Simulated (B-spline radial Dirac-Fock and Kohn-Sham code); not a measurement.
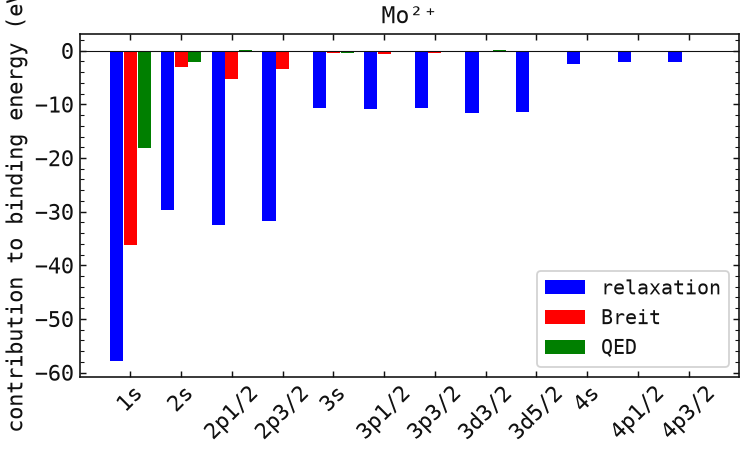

Bars give the relaxation, Breit and QED contributions (eV) to the binding energies of the deepest subshells, counted from the Koopmans value. It refers to molybdenum in charge state +2 (Mo²⁺), configuration [Kr] 4d4. The calculation used Dirac–Fock ΔSCF (average of configuration, Fermi nucleus, Breit and QED terms, no correlation) (a B-spline radial atomic code). Open shells are averaged over j.

Which correction is largest for 1s?

Answer. Relaxation, −57.9 eV.

How does the QED term of 2p1/2 compare with that of 1s?

Answer. 0.21 eV against −18.1 eV; the QED terms are weighted to the region near the nucleus, where s electrons have the most density. Its sign is opposite here.
